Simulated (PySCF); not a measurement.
**Run report: C₄H₇B, NMR shielding calculation**

C₄H₇B, computed with GIAO PBE0/def2-TZVP NMR shielding, non-relativistic, gas phase (PySCF 2.14.0).

The geometry comes from this level: PBE0-D3(BJ)/def2-SVP. Figures and captions count atoms from 1; the log counts them from 0 in places.

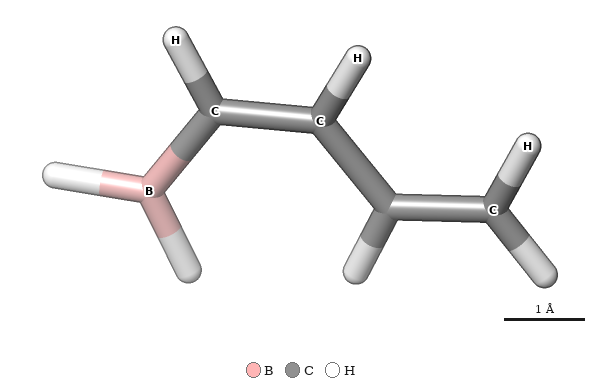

Fig. 1: The structure (stick view, seen at a tilt).

**Input file**
```
{"job": {"kind": "nmr", "xc": "PBE0", "basis": "def2-TZVP", "pop": true}, "charge": 0, "multiplicity": 1}
B      1.905132    -0.955245     0.615933
C      1.248690     0.431982     0.671495
C      0.011564     0.743367     0.192806
C     -0.922019    -0.156009    -0.454076
C     -2.122520     0.249574    -0.897822
H      1.333479    -1.909869     0.140093
H      3.021559    -1.119550     1.052801
H      1.798738     1.264138     1.126702
H     -0.347749     1.777903     0.289933
H     -0.618814    -1.199550    -0.575696
H     -2.447220     1.289384    -0.787805
H     -2.817156    -0.440131    -1.383239
```

The first line tells a small driver script what to run in PySCF; the rest is the geometry in Å.

Run as:
```bash
OMP_NUM_THREADS=1 python <driver script> task.json out
```

**Output**
```
coarse grid: 9776 points
cycle   1  E = -181.2287958268  dE =  3.119e-01  |g| = 3.346e-01  |ddm| = 2.498e+00
cycle   2  E = -181.2204959188  dE =  8.300e-03  |g| = 3.797e-01  |ddm| = 6.279e-01
cycle   3  E = -181.2589786076  dE = -3.848e-02  |g| = 1.049e-01  |ddm| = 3.752e-01
cycle   4  E = -181.2617468073  dE = -2.768e-03  |g| = 3.247e-02  |ddm| = 8.851e-02
cycle   5  E = -181.2620434690  dE = -2.967e-04  |g| = 5.020e-03  |ddm| = 2.911e-02
cycle   6  E = -181.2620515696  dE = -8.101e-06  |g| = 1.859e-03  |ddm| = 5.608e-03
final grid: 93648 points
cycle   7  E = -181.2510929308  dE = -4.784e-05  |g| = 6.566e-03  |ddm| = 9.409e-02
cycle   8  E = -181.2510904620  dE =  2.469e-06  |g| = 7.195e-03  |ddm| = 1.069e-02
cycle   9  E = -181.2511034648  dE = -1.300e-05  |g| = 1.366e-03  |ddm| = 5.090e-03
cycle  10  E = -181.2511039433  dE = -4.785e-07  |g| = 3.697e-04  |ddm| = 1.163e-03
cycle  11  E = -181.2511039797  dE = -3.642e-08  |g| = 8.665e-05  |ddm| = 3.540e-04
cycle  12  E = -181.2511039812  dE = -1.546e-09  |g| = 3.615e-05  |ddm| = 8.550e-05
cycle  13  E = -181.2511039816  dE = -3.334e-10  |g| = 1.052e-05  |ddm| = 3.325e-05
```

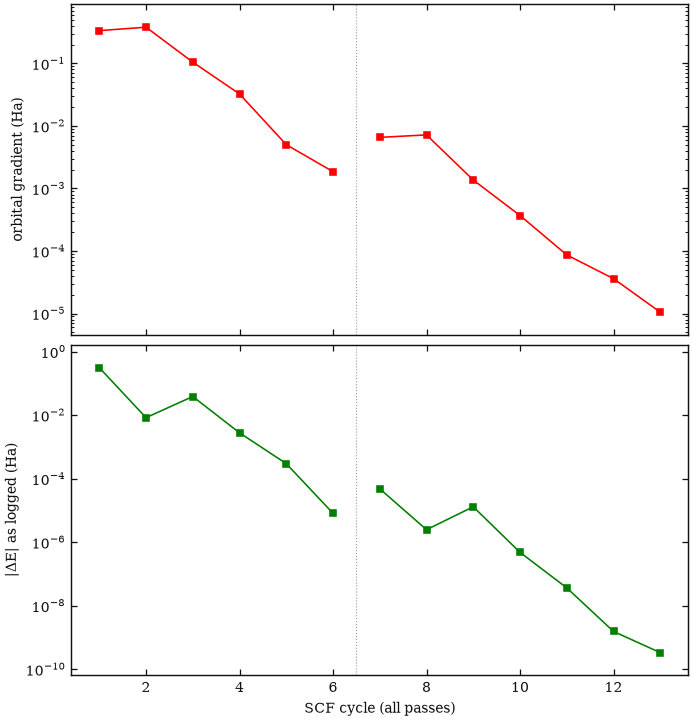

Fig. 2: Convergence of the self-consistent field: orbital gradient and size of the energy change against the SCF cycle. The dotted line marks the change from a coarse to the final integration grid. The first 6 cycles use a coarse grid, the final grid takes over at cycle 7, and the field converges after 13 cycles in all.

```
converged SCF energy = -181.2511039816

GIAO shielding tensors (ppm)
atom      isotropic    diamagn.    paramagn.     s11        s22        s33       span
  0 B       36.997     196.173    -159.176    -12.971    -10.678    134.640    147.611
  1 C       45.323     248.475    -203.152    -76.219     35.247    176.941    253.160
  2 C       17.076     252.644    -235.569    -94.664      9.167    136.725    231.389
  3 C       43.163     253.961    -210.798    -74.213     37.084    166.618    240.831
  4 C       52.275     254.069    -201.795    -55.901     53.127    159.597    215.499
  5 H       24.071      30.787      -6.716     18.394     26.161     27.657      9.263
  6 H       24.694      29.123      -4.430     20.054     26.869     27.159      7.106
  7 H       24.457      29.728      -5.272     20.828     24.259     28.283      7.456
  8 H       23.855      31.522      -7.666     19.911     23.215     28.440      8.529
  9 H       23.339      32.451      -9.112     20.597     21.774     27.646      7.049
 10 H       25.591      30.417      -4.826     22.691     25.452     28.629      5.938
 11 H       25.598      29.490      -3.892     23.286     25.125     28.384      5.098
```

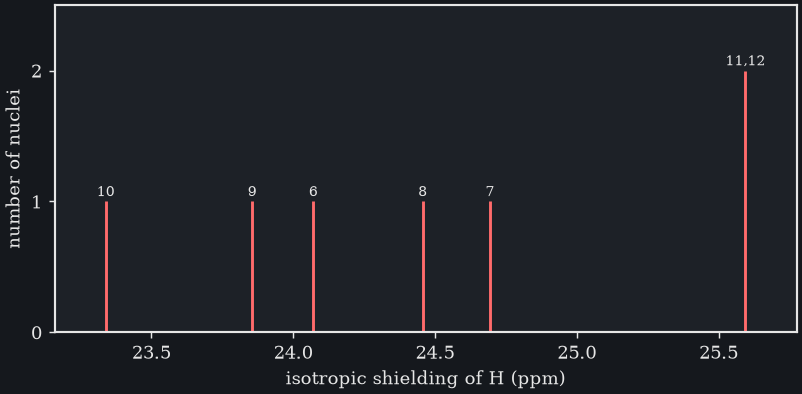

Fig. 3: Isotropic shieldings of the hydrogen nuclei in this fixed geometry, labelled by atom number; shielding grows to the right, so chemical shift grows to the left. The least shielded is H10 (23.3 ppm), the most shielded H12 (25.6 ppm).

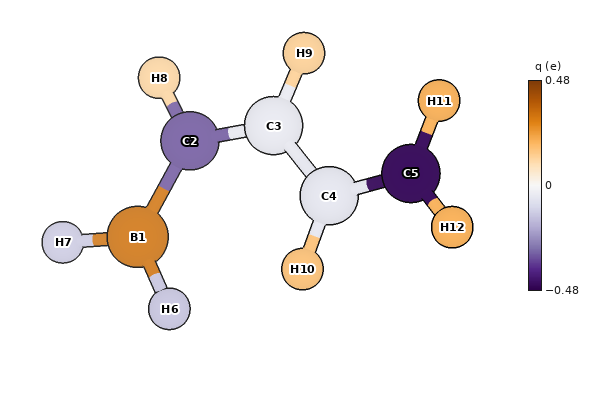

Fig. 4: ESP-fitted charges, as the colour of each atom (ball-and-stick view, seen at a tilt; atoms are numbered from 1 in the order of the input). By element: B +0.32, C −0.45 to −0.04 and H −0.14 to +0.20 e.

**Key numbers**

```tsv
quantity	value
outcome	converged
total energy	−181.251104 hartree
HOMO	−7.27 eV
LUMO	−2.37 eV
dipole moment	1.93 D
isotropic shielding, B	37.0 ppm
isotropic shielding, C	17.1 to 52.3 ppm
isotropic shielding, H	23.3 to 25.6 ppm
hardware	1 CPU thread, shared host
wall time	17 s
peak memory	0.9 GiB
```
